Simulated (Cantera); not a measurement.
Charge: 1 mol Pb, 3.3 mol H₂, at 0.0100 bar.

These are equilibrium values from Cantera (NASA tables, ideal gas, pure condensed phases), not measurements of a reactor. Candidate condensed phases: Pb; 4 gas species. Kinetics and transport are ignored.

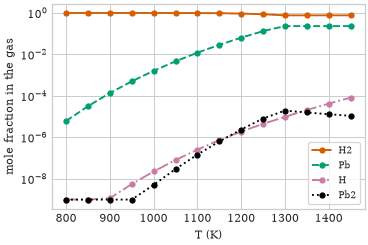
*Equilibrium gas composition (values under 1e-9 drawn at 1e-9)*

From 800 K to 1250 K the condensed part is Pb(l). From 1300 K to 1450 K nothing is condensed. The main Pb-bearing gas is Pb throughout.
